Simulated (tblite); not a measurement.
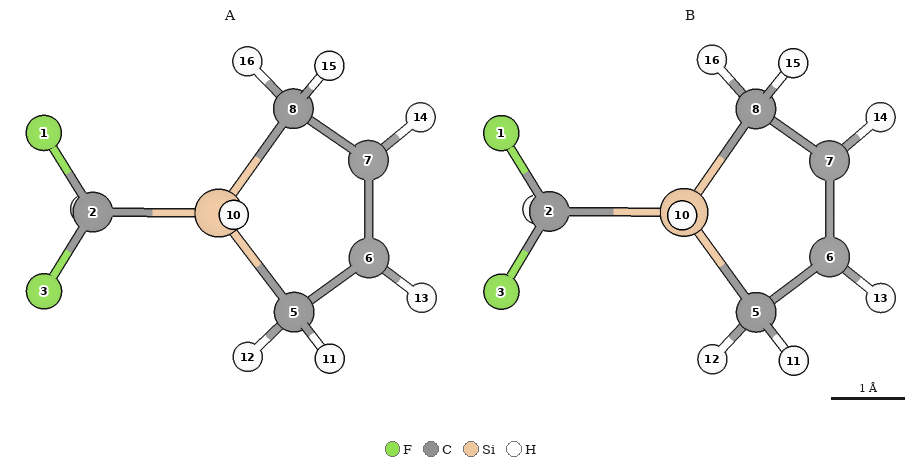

Two geometries of C5H8F2Si, drawn at one scale. One is the start of a relaxation, the other its converged end. Style: ball-and-stick. Shown at a tilt.

Level of theory: tblite 0.8.0, GFN2-xTB geometry optimisation, gas phase. 

Which geometry has the lower energy?

Answer. Structure B is the relaxed one. The atom that moves furthest after the best rigid fit is an H atom (0.16 Å). Largest moves by element: H 0.16 Å, Si 0.08 Å, C 0.05 Å, F 0.04 Å. Near-neighbour distances that change, for instance: C–Si 1.826 → 1.942 Å, H–Si 1.498 → 1.462 Å, C–C 1.341 → 1.321 Å, C–Si 1.926 → 1.906 Å. Among the angles between lasting bonds that change: C–Si–H 116.8° → 106.9°, C–Si–H 109.9° → 116.8°, C–Si–H 111.0° → 116.8°. Over 36 geometry steps the energy falls by 5.92 kcal/mol. The run took 0.2 s on 1 thread of Arm Neoverse V2, with other jobs on the host.
